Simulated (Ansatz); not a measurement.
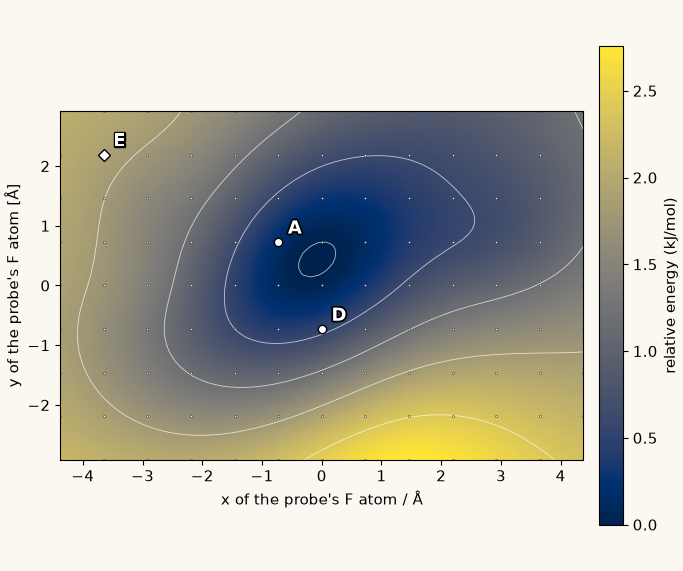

BH₅OSi₂ (SMILES [SiH3]B1O[SiH2]1) with the probe HF. 
- The probe is moved over a plane parallel to the molecule's main plane, 4.31 Å above it.
- Coordinates scanned: (1) x of the probe's F atom; (2) y of the probe's F atom.
- Nothing is relaxed (molecule and probe rigid, the probe upright with F nearest the plane).
- The grid has 13 × 9 points.
- Points are written as (first, second).
- Energies: kJ/mol, counted from the lowest grid point.
- These are results of Ansatz, RHF/def2-SVPD, not measurements.

Drawn: a smooth colour map with a few white contour lines, dots at the grid points, lettered points. Between grid points the surface is interpolated.

Is E the lowest point of the computed grid?

Answer. No. E lies 1.91 kJ/mol above the lowest grid point, which is at (0.00 Å, 0.73 Å).

What kind of point is each of A, D, E: minimum, saddle, maximum or slope?

Answer. A: on a slope; D: on a slope; E: on a slope. (In these two coordinates alone; a stationary point may lie a little off the grid point.)

Rank the lettered points by energy, lowest first.

Answer. A (0.19 kJ/mol), D (0.52 kJ/mol), E (1.91 kJ/mol).
